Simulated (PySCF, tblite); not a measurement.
**formic acid (CH2O2): dynamics, then NMR shifts on frames**

How do NMR shifts of formic acid (CH2O2) (`O=CO`) change as the atoms move?

Computed with tblite 0.8.0 and PySCF 2.14.0, with density-fitted response routines of our own, on a single molecule in the gas phase. Atoms are numbered from 0 throughout.

## Step 1: The starting structure

5 atoms, charge 0, multiplicity 1; geometry from: GFN2-xTB.

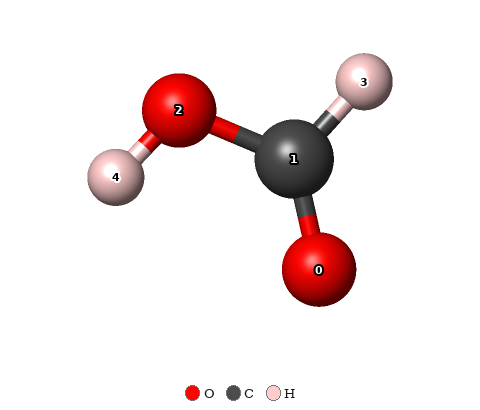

The starting geometry (oxygen red, carbon dark grey, hydrogen pink), atoms numbered.

## Step 2: Dynamics with GFN2-xTB

What the job is given:

```
{"job": {"kind": "md", "xc": "GFN2-xTB", "basis": "xTB", "temperature": 300, "steps": 2000, "every": 50, "frames": 5}, "charge": 0, "multiplicity": 1}
O     -0.658784     1.126476    -0.554433
C     -0.413538     0.025410    -0.167133
O      0.782297    -0.538584    -0.158730
H     -1.155371    -0.678320     0.239912
H      1.454017     0.067870    -0.515247
```

With the program's defaults for keys left out, this is: GFN2-xTB Langevin dynamics, gas phase.

Command:

```bash
OMP_NUM_THREADS=1 python probes_run.py task.json out
```

One launch serves the whole session: the jobs run in the order shown.

Standard output:

```text
t/fs     T/K      E/eV
    0.0   116.4   -307.02627
   25.0   194.3   -306.99810
   50.0   259.9   -306.97766
   75.0   219.9   -306.95412
  100.0   210.5   -306.98736
  125.0   193.2   -306.90252
  150.0   191.3   -306.85255
  175.0   243.7   -306.84136
  200.0   218.0   -306.85265
  225.0   402.0   -306.91105
  250.0   329.1   -306.85011
  275.0   321.4   -306.80717
  300.0   457.7   -306.89429
  325.0   378.5   -306.76693
  350.0   281.8   -306.90055
  375.0   256.4   -306.80808
  400.0   192.8   -306.82500
  425.0   366.0   -306.87764
  450.0   321.7   -306.84976
  475.0   326.0   -306.88146
  500.0   273.1   -306.85691
  525.0   669.6   -306.94217
  550.0   537.6   -306.85245
  575.0   469.0   -306.89532
  600.0   478.8   -306.83350
  625.0   499.5   -306.89120
  650.0   323.6   -306.93696
  675.0   429.8   -306.94962
  700.0   270.9   -306.93460
  725.0   224.4   -306.91620
  750.0   226.6   -306.91401
  775.0   281.2   -306.95902
  800.0   198.9   -306.96090
  825.0   254.5   -306.92228
  850.0   430.5   -306.99191
  875.0   272.3   -306.91373
  900.0   303.3   -306.90147
  925.0   426.2   -307.00128
  950.0   278.2   -306.94119
  975.0   458.6   -306.96550
 1000.0   396.3   -306.95766
```

Run time: 2.8 s. Hardware: 1 thread of Intel Xeon Platinum 8488C, shared host; peak memory 0.18 GiB.

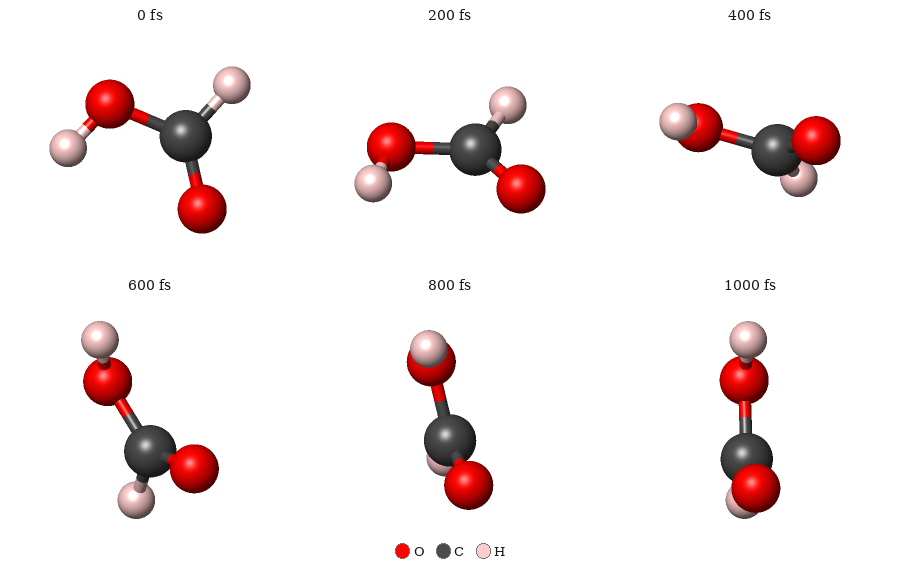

Frames of the run.

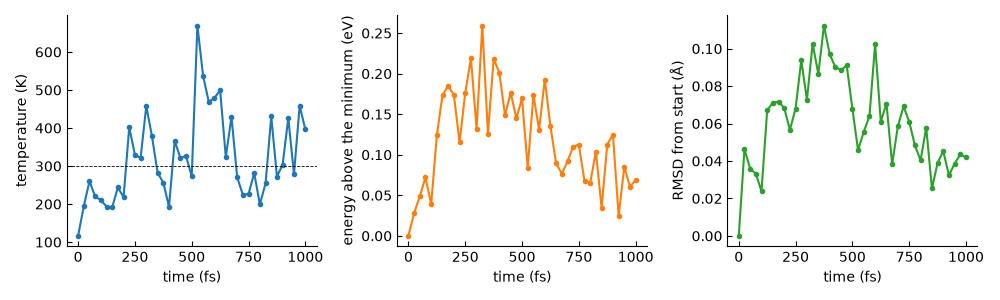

Temperature, potential energy and distance from the start.

Positions (Å) and forces (eV/Å) at 1000 fs:

```xyz
5

O    -0.681    0.249   -0.936    0.194   -0.482    0.291
C    -0.849   -0.574   -1.779   -0.715    0.477   -1.392
O    -0.937   -1.887   -1.692    0.325   -0.071    1.182
H    -1.062   -0.288   -2.865    0.310   -0.303    0.767
H    -0.798   -2.219   -0.760   -0.114    0.379   -0.849
```

## Step 3: Shielding tensors: 250 fs, PBE0/pcSseg-1

What the job is given:

```
{"job": {"kind": "nmr", "xc": "PBE0", "basis": "pcSseg-1", "pop": false}, "charge": 0, "multiplicity": 1}
O     -1.189300     0.863100     0.112900
C     -0.711700     0.151400    -0.664600
O      0.546500    -0.216100    -0.672400
H     -1.267400    -0.240600    -1.462000
H      1.072800     0.334100    -0.066900
```

With the program's defaults for keys left out, this is: GIAO PBE0/pcSseg-1 NMR shielding, non-relativistic, gas phase.

Standard output:

```text
coarse grid: 4504 points
cycle   1  E = -189.3703650095  dE =  6.627e-01  |g| = 8.441e-01  |ddm| = 1.907e+00
cycle   2  E = -189.1490121164  dE =  2.214e-01  |g| = 1.392e+00  |ddm| = 1.216e+00
cycle   3  E = -189.4884471417  dE = -3.394e-01  |g| = 2.266e-01  |ddm| = 8.548e-01
cycle   4  E = -189.4971170879  dE = -8.670e-03  |g| = 5.884e-02  |ddm| = 1.434e-01
cycle   5  E = -189.4976797875  dE = -5.627e-04  |g| = 1.061e-02  |ddm| = 3.158e-02
cycle   6  E = -189.4977026183  dE = -2.283e-05  |g| = 2.558e-03  |ddm| = 7.776e-03
cycle   7  E = -189.4977038505  dE = -1.232e-06  |g| = 4.625e-04  |ddm| = 1.736e-03
final grid: 44368 points
cycle   8  E = -189.5354031646  dE = -7.982e-06  |g| = 9.280e-03  |ddm| = 1.166e-02
cycle   9  E = -189.5353792316  dE =  2.393e-05  |g| = 1.496e-02  |ddm| = 1.089e-02
cycle  10  E = -189.5354169210  dE = -3.769e-05  |g| = 1.748e-03  |ddm| = 7.498e-03
cycle  11  E = -189.5354174571  dE = -5.361e-07  |g| = 1.696e-04  |ddm| = 9.439e-04
cycle  12  E = -189.5354174619  dE = -4.807e-09  |g| = 3.554e-05  |ddm| = 1.082e-04
cycle  13  E = -189.5354174622  dE = -2.403e-10  |g| = 1.070e-05  |ddm| = 2.996e-05
converged SCF energy = -189.5354174622

GIAO shielding tensors (ppm)
atom      isotropic    diamagn.    paramagn.     s11        s22        s33       span
  0 O      -96.041     401.240    -497.282   -361.597   -205.699    279.172    640.768
  1 C       31.263     246.564    -215.301    -72.570     77.168     89.191    161.761
  2 O      140.946     392.956    -252.010     -4.092    164.251    262.679    266.771
  3 H       24.729      28.373      -3.644     21.011     24.303     28.872      7.860
  4 H       25.798      31.963      -6.165     20.647     23.300     33.447     12.800
```

It took 1.5 s on 1 thread of Intel Xeon Platinum 8488C, shared host; peak memory 0.29 GiB.

The references, computed at this level on geometries of the same kind, shield at (ppm): ¹H TMS 31.72, ¹³C TMS 186.9, ¹⁷O H2O 336.1. Their shielding less the atom's gives the shift. The references are single molecules in the gas phase, so shifts against H2O, NH3, PH3, H3PO4 or CFCl3 are not on the usual liquid scales and can be off by tens of ppm. Each atom is listed at this fixed geometry, with no averaging over motion; a spectrum would average atoms that exchange fast.

```
atoms                           environment  σ (ppm)  δ (ppm)
   C1                carboxylic acid carbon     31.3    155.7
   H3  hydrogen on a carboxylic acid carbon    24.73     6.99
   H4   hydrogen on an acid hydroxyl oxygen    25.80     5.92
   O0                       carbonyl oxygen    -96.0    432.1
   O2                  acid hydroxyl oxygen    140.9    195.1
```

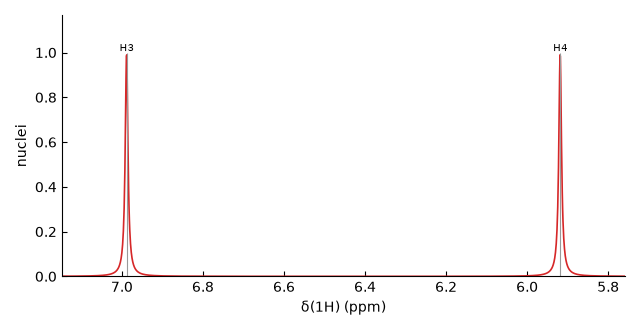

¹H lines at the computed shifts, without couplings. Lines are broadened to a width of 0.01 ppm (Lorentzian).

## Step 4: Nuclear shieldings: 425 fs, PBE0/pcSseg-1

What the job is given:

```
{"job": {"kind": "nmr", "xc": "PBE0", "basis": "pcSseg-1", "pop": false}, "charge": 0, "multiplicity": 1}
O     -1.267200     0.477700     0.294500
C     -0.811900     0.137200    -0.768800
O      0.352600    -0.419600    -1.057100
H     -1.262700     0.410800    -1.735100
H      0.723800    -0.891800    -0.330000
```

With the program's defaults for keys left out, this is: GIAO PBE0/pcSseg-1 NMR shielding, non-relativistic, gas phase.

Standard output:

```text
coarse grid: 4504 points
cycle   1  E = -189.3615161393  dE =  5.471e-01  |g| = 8.642e-01  |ddm| = 1.897e+00
cycle   2  E = -189.0338920082  dE =  3.276e-01  |g| = 1.580e+00  |ddm| = 1.328e+00
cycle   3  E = -189.4851278130  dE = -4.512e-01  |g| = 2.756e-01  |ddm| = 9.802e-01
cycle   4  E = -189.4981418629  dE = -1.301e-02  |g| = 6.876e-02  |ddm| = 1.750e-01
cycle   5  E = -189.4989221076  dE = -7.802e-04  |g| = 1.203e-02  |ddm| = 3.674e-02
cycle   6  E = -189.4989515217  dE = -2.941e-05  |g| = 3.243e-03  |ddm| = 8.907e-03
cycle   7  E = -189.4989535429  dE = -2.021e-06  |g| = 6.340e-04  |ddm| = 2.226e-03
final grid: 44368 points
cycle   8  E = -189.5366519062  dE = -1.836e-06  |g| = 9.938e-03  |ddm| = 1.035e-02
cycle   9  E = -189.5366150037  dE =  3.690e-05  |g| = 1.747e-02  |ddm| = 1.256e-02
cycle  10  E = -189.5366677497  dE = -5.275e-05  |g| = 2.157e-03  |ddm| = 8.921e-03
cycle  11  E = -189.5366685761  dE = -8.264e-07  |g| = 1.196e-04  |ddm| = 1.112e-03
cycle  12  E = -189.5366685788  dE = -2.641e-09  |g| = 2.099e-05  |ddm| = 8.478e-05
cycle  13  E = -189.5366685788  dE = -8.896e-11  |g| = 6.643e-06  |ddm| = 1.986e-05
converged SCF energy = -189.5366685788

GIAO shielding tensors (ppm)
atom      isotropic    diamagn.    paramagn.     s11        s22        s33       span
  0 O     -131.219     400.718    -531.938   -428.736   -232.694    267.772    696.508
  1 C       20.209     245.791    -225.583    -90.052     68.938     81.740    171.792
  2 O      144.434     392.211    -247.777    -16.825    199.682    250.444    267.269
  3 H       23.839      26.325      -2.486     19.741     24.454     27.321      7.580
  4 H       26.589      33.925      -7.336     20.811     23.542     35.414     14.603
```

It took 1.2 s on 1 thread of Intel Xeon Platinum 8488C, shared host; peak memory 0.3 GiB.

Key values: δ C1 166.7, O0 467.3, O2 191.6, H3 7.88, H4 5.13 ppm.

## Step 5: Nuclear shieldings: 625 fs, PBE0/pcSseg-1

What the job is given:

```
{"job": {"kind": "nmr", "xc": "PBE0", "basis": "pcSseg-1", "pop": false}, "charge": 0, "multiplicity": 1}
O     -0.869600     0.260900    -0.922000
C     -0.519700    -0.337800    -1.876500
O      0.034300    -1.538800    -1.706900
H     -0.606800    -0.026900    -2.976600
H      0.004300    -1.829700    -0.787900
```

Method: GIAO PBE0/pcSseg-1 NMR shielding, non-relativistic, gas phase.

Standard output:

```text
coarse grid: 4504 points
cycle   1  E = -189.3586369871  dE =  5.554e-01  |g| = 8.794e-01  |ddm| = 1.878e+00
cycle   2  E = -189.0667128731  dE =  2.919e-01  |g| = 1.537e+00  |ddm| = 1.311e+00
cycle   3  E = -189.4881709664  dE = -4.215e-01  |g| = 2.507e-01  |ddm| = 9.501e-01
cycle   4  E = -189.4987335372  dE = -1.056e-02  |g| = 7.060e-02  |ddm| = 1.613e-01
cycle   5  E = -189.4995512789  dE = -8.177e-04  |g| = 1.181e-02  |ddm| = 3.725e-02
cycle   6  E = -189.4995798182  dE = -2.854e-05  |g| = 3.209e-03  |ddm| = 8.888e-03
cycle   7  E = -189.4995818187  dE = -2.000e-06  |g| = 6.028e-04  |ddm| = 2.245e-03
final grid: 44368 points
cycle   8  E = -189.5371810009  dE = -2.736e-06  |g| = 9.629e-03  |ddm| = 1.013e-02
cycle   9  E = -189.5371518128  dE =  2.919e-05  |g| = 1.608e-02  |ddm| = 1.174e-02
cycle  10  E = -189.5371959557  dE = -4.414e-05  |g| = 1.874e-03  |ddm| = 8.007e-03
cycle  11  E = -189.5371965735  dE = -6.178e-07  |g| = 1.044e-04  |ddm| = 9.707e-04
cycle  12  E = -189.5371965754  dE = -1.894e-09  |g| = 1.426e-05  |ddm| = 6.051e-05
cycle  13  E = -189.5371965754  dE = -3.996e-11  |g| = 2.449e-06  |ddm| = 1.162e-05
converged SCF energy = -189.5371965754

GIAO shielding tensors (ppm)
atom      isotropic    diamagn.    paramagn.     s11        s22        s33       span
  0 O     -115.163     404.375    -519.538   -335.625   -265.469    255.605    591.231
  1 C       26.045     250.690    -224.645    -81.530     79.253     80.411    161.942
  2 O      117.252     392.424    -275.172    -34.857    135.799    250.813    285.670
  3 H       22.973      24.786      -1.813     19.874     22.204     26.841      6.966
  4 H       25.478      33.487      -8.008     20.738     23.641     32.056     11.318
```

Wall time 1.2 s (1 thread of Intel Xeon Platinum 8488C, shared host); peak memory 0.3 GiB.

In short: δ C1 160.9, O0 451.2, O2 218.8, H3 8.74, H4 6.24 ppm.

## Step 6: Nuclear shieldings: 800 fs, PBE0/pcSseg-1

What the job is given:

```
{"job": {"kind": "nmr", "xc": "PBE0", "basis": "pcSseg-1", "pop": false}, "charge": 0, "multiplicity": 1}
O     -0.757200    -0.013900    -1.612100
C     -0.723300    -1.014200    -2.213100
O     -0.404700    -2.158400    -1.679400
H     -0.939400    -1.132300    -3.283900
H     -0.108400    -2.027400    -0.759600
```

Level: GIAO PBE0/pcSseg-1 NMR shielding, non-relativistic, gas phase.

Standard output:

```text
coarse grid: 4504 points
cycle   1  E = -189.3719010764  dE =  6.320e-01  |g| = 8.523e-01  |ddm| = 1.896e+00
cycle   2  E = -189.1277482728  dE =  2.442e-01  |g| = 1.437e+00  |ddm| = 1.254e+00
cycle   3  E = -189.4924067202  dE = -3.647e-01  |g| = 2.384e-01  |ddm| = 8.931e-01
cycle   4  E = -189.5020291128  dE = -9.622e-03  |g| = 6.093e-02  |ddm| = 1.498e-01
cycle   5  E = -189.5026317718  dE = -6.027e-04  |g| = 1.086e-02  |ddm| = 3.234e-02
cycle   6  E = -189.5026556892  dE = -2.392e-05  |g| = 2.758e-03  |ddm| = 8.109e-03
cycle   7  E = -189.5026571477  dE = -1.459e-06  |g| = 5.043e-04  |ddm| = 1.925e-03
final grid: 44368 points
cycle   8  E = -189.5398878496  dE = -5.837e-06  |g| = 9.112e-03  |ddm| = 1.065e-02
cycle   9  E = -189.5398640289  dE =  2.382e-05  |g| = 1.481e-02  |ddm| = 1.082e-02
cycle  10  E = -189.5399010605  dE = -3.703e-05  |g| = 1.763e-03  |ddm| = 7.440e-03
cycle  11  E = -189.5399016058  dE = -5.454e-07  |g| = 1.475e-04  |ddm| = 9.379e-04
cycle  12  E = -189.5399016095  dE = -3.729e-09  |g| = 2.589e-05  |ddm| = 9.145e-05
cycle  13  E = -189.5399016097  dE = -1.289e-10  |g| = 8.495e-06  |ddm| = 2.359e-05
converged SCF energy = -189.5399016097

GIAO shielding tensors (ppm)
atom      isotropic    diamagn.    paramagn.     s11        s22        s33       span
  0 O      -85.718     405.766    -491.484   -318.547   -204.819    266.211    584.759
  1 C       30.769     248.674    -217.905    -72.343     77.435     87.214    159.557
  2 O      130.551     394.035    -263.485    -13.269    153.198    251.724    264.994
  3 H       24.072      25.345      -1.272     20.487     23.748     27.982      7.496
  4 H       25.537      34.329      -8.792     20.792     23.208     32.612     11.820
```

It took 1.3 s on 1 thread of Intel Xeon Platinum 8488C, shared host; peak memory 0.3 GiB.

Key values: δ C1 156.2, O0 421.8, O2 205.5, H3 7.64, H4 6.18 ppm.

## Step 7: Nuclear shieldings: 1000 fs, PBE0/pcSseg-1

What the job is given:

```
{"job": {"kind": "nmr", "xc": "PBE0", "basis": "pcSseg-1", "pop": false}, "charge": 0, "multiplicity": 1}
O     -0.680600     0.249500    -0.936400
C     -0.848600    -0.574100    -1.779400
O     -0.936600    -1.887400    -1.692200
H     -1.062300    -0.288500    -2.865300
H     -0.798300    -2.219200    -0.760200
```

Method: GIAO PBE0/pcSseg-1 NMR shielding, non-relativistic, gas phase.

Standard output:

```text
coarse grid: 4504 points
cycle   1  E = -189.3676122325  dE =  5.191e-01  |g| = 8.548e-01  |ddm| = 1.887e+00
cycle   2  E = -189.0687853816  dE =  2.988e-01  |g| = 1.531e+00  |ddm| = 1.302e+00
cycle   3  E = -189.4894412180  dE = -4.207e-01  |g| = 2.616e-01  |ddm| = 9.489e-01
cycle   4  E = -189.5011533532  dE = -1.171e-02  |g| = 6.717e-02  |ddm| = 1.661e-01
cycle   5  E = -189.5018954516  dE = -7.421e-04  |g| = 1.170e-02  |ddm| = 3.549e-02
cycle   6  E = -189.5019234854  dE = -2.803e-05  |g| = 3.156e-03  |ddm| = 8.929e-03
cycle   7  E = -189.5019254405  dE = -1.955e-06  |g| = 5.901e-04  |ddm| = 2.254e-03
final grid: 44368 points
cycle   8  E = -189.5395308549  dE = -1.956e-06  |g| = 9.905e-03  |ddm| = 9.833e-03
cycle   9  E = -189.5394981346  dE =  3.272e-05  |g| = 1.684e-02  |ddm| = 1.225e-02
cycle  10  E = -189.5395465675  dE = -4.843e-05  |g| = 2.038e-03  |ddm| = 8.489e-03
cycle  11  E = -189.5395473026  dE = -7.351e-07  |g| = 1.167e-04  |ddm| = 1.062e-03
cycle  12  E = -189.5395473050  dE = -2.356e-09  |g| = 1.444e-05  |ddm| = 6.380e-05
cycle  13  E = -189.5395473050  dE = -4.383e-11  |g| = 2.940e-06  |ddm| = 1.324e-05
converged SCF energy = -189.5395473050

GIAO shielding tensors (ppm)
atom      isotropic    diamagn.    paramagn.     s11        s22        s33       span
  0 O     -104.177     403.981    -508.158   -373.018   -193.900    254.387    627.406
  1 C       24.951     246.584    -221.633    -82.452     77.650     79.654    162.106
  2 O      130.861     391.845    -260.984    -20.757    166.796    246.545    267.303
  3 H       23.253      24.637      -1.384     19.075     23.327     27.357      8.282
  4 H       24.953      31.948      -6.995     19.781     22.235     32.843     13.062
```

It took 1.2 s on 1 thread of Intel Xeon Platinum 8488C, shared host; peak memory 0.31 GiB.

In short: δ C1 162.0, O0 440.3, O2 205.2, H3 8.46, H4 6.76 ppm.

## Step 8: Run by run: NMR shifts

Shifts (ppm), with basis size and wall time:

| frame | C1 | H3 | H4 | O0 | O2 | functions | time |
| --- | --- | --- | --- | --- | --- | --- | --- |
| 250 fs | 155.7 | 6.99 | 5.92 | 432.1 | 195.1 | 61 | 1.5 s |
| 425 fs | 166.7 | 7.88 | 5.13 | 467.3 | 191.6 | 61 | 1.2 s |
| 625 fs | 160.9 | 8.74 | 6.24 | 451.2 | 218.8 | 61 | 1.2 s |
| 800 fs | 156.2 | 7.64 | 6.18 | 421.8 | 205.5 | 61 | 1.3 s |
| 1000 fs | 162.0 | 8.46 | 6.76 | 440.3 | 205.2 | 61 | 1.2 s |

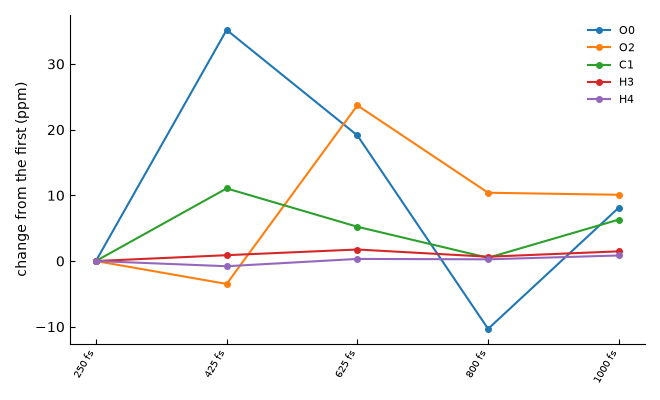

How the tabulated atoms move from run to run.

## Step 9: Outcome

```
                                      quantity               value
                                    thermostat               300 K
                 mean temperature, second half               367 K
       mean potential energy above the minimum             0.10 eV
¹³C shifts against TMS (PBE0/pcSseg-1, 250 fs)           155.7 ppm
 ¹H shifts against TMS (PBE0/pcSseg-1, 250 fs)      6.99, 5.92 ppm
¹⁷O shifts against H2O (PBE0/pcSseg-1, 250 fs)    432.1, 195.1 ppm
                      range of the shift of O0  421.8 to 467.3 ppm
```

What this shows: In the second half the potential energy averages 0.10 eV above the minimum; equipartition over 9 harmonic modes at 300 K would give 0.12 eV. With 5 atoms the temperature swings widely (116 to 670 K). Shifts at one fixed geometry are not the observed spectrum, which averages over the motion. In the first frame run (250 fs): The largest span, 641 ppm, is at O0, where the paramagnetic term is -497 ppm. In ppm, O0 moves most: its shift spreads over 45.5 ppm, from 421.8 (800 fs) to 467.3 (425 fs).
